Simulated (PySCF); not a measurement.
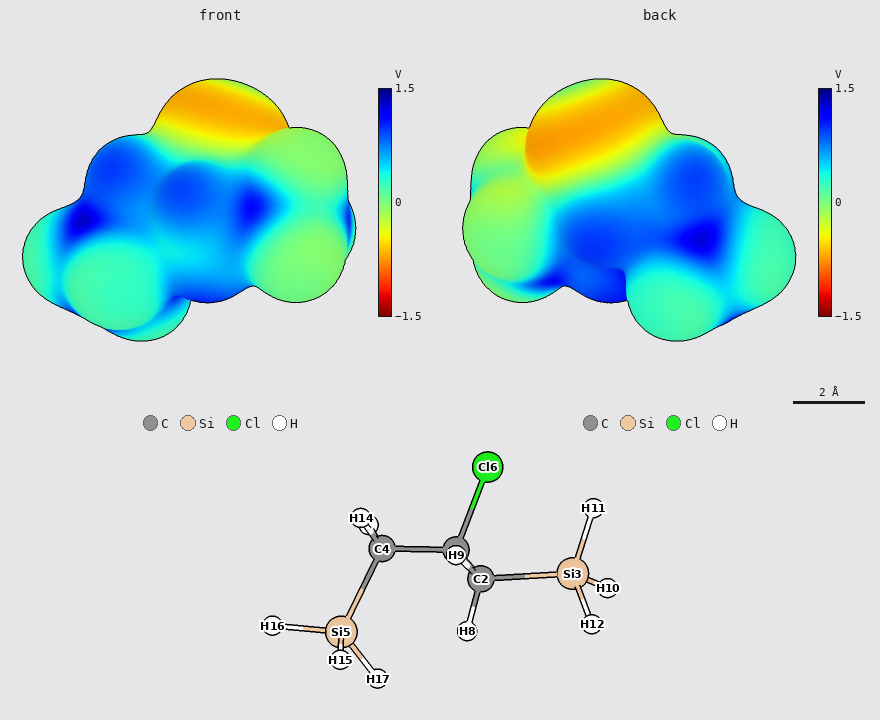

*C₃H₁₁ClSi₂ (SMILES [SiH3]CC(Cl)C[SiH3]). The electrostatic potential painted on the density surface at 0.002 e/bohr³, seen from the front and from behind; the colour scale runs from red (negative) to blue (positive). The bare structure is drawn below in the same view.*

Geometry: PBE0-D3(BJ)/def2-SVP.

Level of theory: PySCF 2.14.0, PBE0/pcSseg-1, SCF density, gas phase, non-relativistic.

```csv
atom,x (Å),y (Å),z (Å)
C,0.5580,-0.6851,0.8461
C,-0.6228,-0.4242,-0.0738
Si,-1.3256,-1.9553,-0.9468
C,1.0228,0.5211,1.6400
Si,1.6224,1.9775,0.5861
Cl,0.1301,-2.0265,1.9991
H,1.3970,-1.0977,0.2649
H,-0.3112,0.2922,-0.8554
H,-1.4354,0.0662,0.4899
H,-0.2058,-2.8373,-1.3976
H,-2.2554,-2.7262,-0.0742
H,-2.0831,-1.4959,-2.1531
H,1.8515,0.2279,2.3051
H,0.2064,0.8728,2.2935
H,0.4826,2.6957,-0.0605
H,2.3622,2.9392,1.4571
H,2.5402,1.4853,-0.4886
```

> Which sites attract a positive test charge, and which a negative one?

A positive charge is drawn to the negative regions and a negative charge to the positive ones. The most negative region (about −0.7 V) lies over Cl6, the most positive (about +1.2 V) over Si5.

> How polar is the molecule by this calculation?

Its dipole moment is 1.83 D.
